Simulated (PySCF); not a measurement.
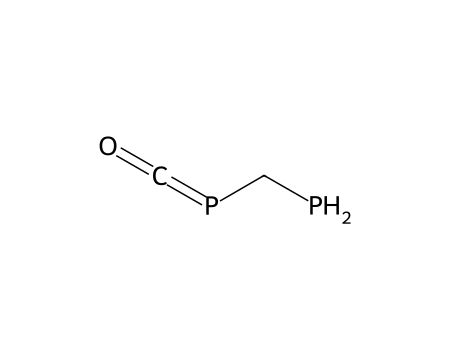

The geometry was computed by an optimisation with GFN2-xTB. No frequency run is at hand to confirm it as a minimum. Level of theory: PBE0/pcSseg-1, gas phase (PySCF 2.14.0).

What does the calculation give?

The species is C₂H₄OP₂ (`O=C=PCP`).
- dipole moment: 1.00 D
- HOMO energy (Kohn–Sham orbital): −6.55 eV
- LUMO energy (Kohn–Sham orbital): −2.12 eV
- HOMO–LUMO gap: 4.43 eV

The geometry is semi-empirical. Around P such bond lengths and angles can be off by a tenth of an ångström or more and by several degrees, and values that hang on the shape move with them.
